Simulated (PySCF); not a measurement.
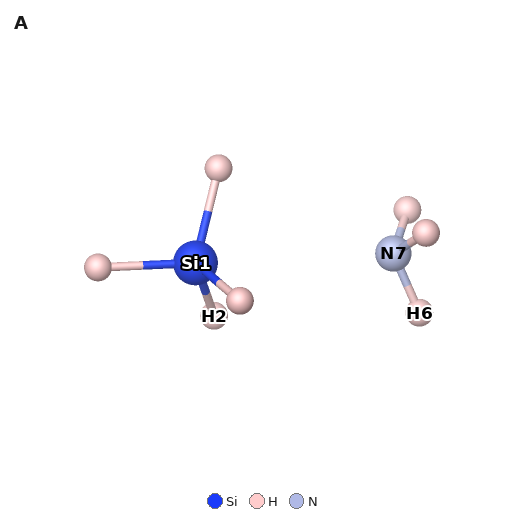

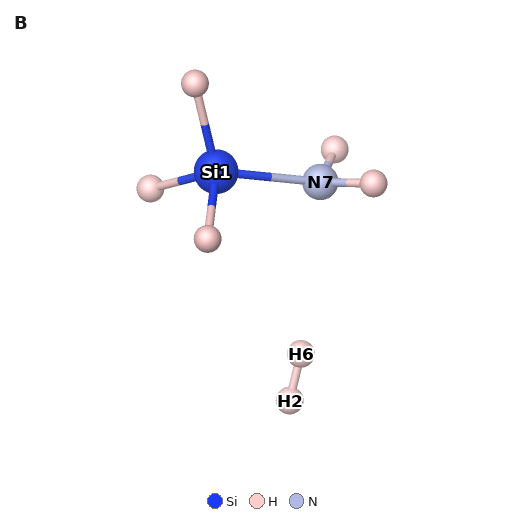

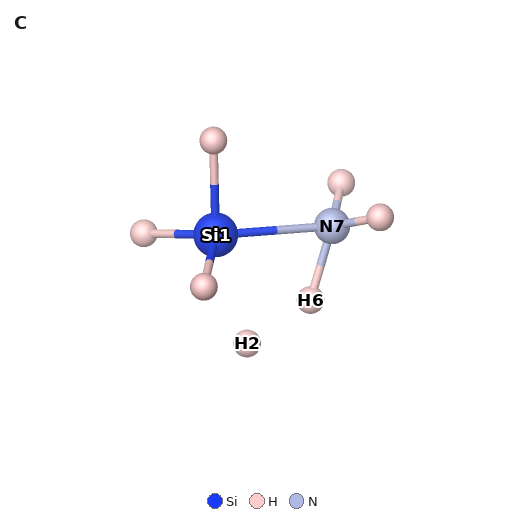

Three stationary points along one reaction path, in mixed order. Sticks follow a distance rule, so a partial bond may show as a full stick or not at all. The species is neutral and a spin singlet. Geometries: PBE0-D4/def2-TZVP; all other levels are single points on them, and energies count from the start as drawn. Program: PySCF 2.14.0. In CBS estimates cores are frozen, and CCSD(T) − MP2 is taken in the smaller basis.

**Which panel shows the transition state?**

C.

**Which bonds form and which break from A to B?**

Formed: Si1–N7, H2–H6; broken: Si1–H2, H6–N7. At the saddle point Si1···N7 is 1.88 Å, H2···H6 is 1.17 Å, Si1···H2 is 1.87 Å, H6···N7 is 1.19 Å.

Give the electronic barrier and the reaction energy from A to B in kJ/mol (no zero-point energy) with CCSD(T)/CBS (MP2 limit from def2-TZVPP and def2-QZVPP plus CCSD(T) − MP2); RHF-CCSD(T) (frozen core)/def2-TZVPP; B3LYP-D4/def2-TZVPP; PBE0-D4/def2-TZVPP; ωB97M-V/def2-TZVPP; RHF-CCSD(T) (frozen core)/def2-SVP; B3LYP-D4/6-31G; r2SCAN-D4/def2-TZVPP.

```csv
level,barrier,reaction energy
CCSD(T)/CBS (MP2 limit from def2-TZVPP and def2-QZVPP plus CCSD(T) − MP2),195.9,−14.5
RHF-CCSD(T) (frozen core)/def2-TZVPP,200.4,−9.8
B3LYP-D4/def2-TZVPP,190.0,−11.7
PBE0-D4/def2-TZVPP,175.2,−8.0
ωB97M-V/def2-TZVPP,190.6,−11.0
RHF-CCSD(T) (frozen core)/def2-SVP,213.7,+5.7
B3LYP-D4/6-31G,201.3,+3.9
r2SCAN-D4/def2-TZVPP,173.5,−13.3
```
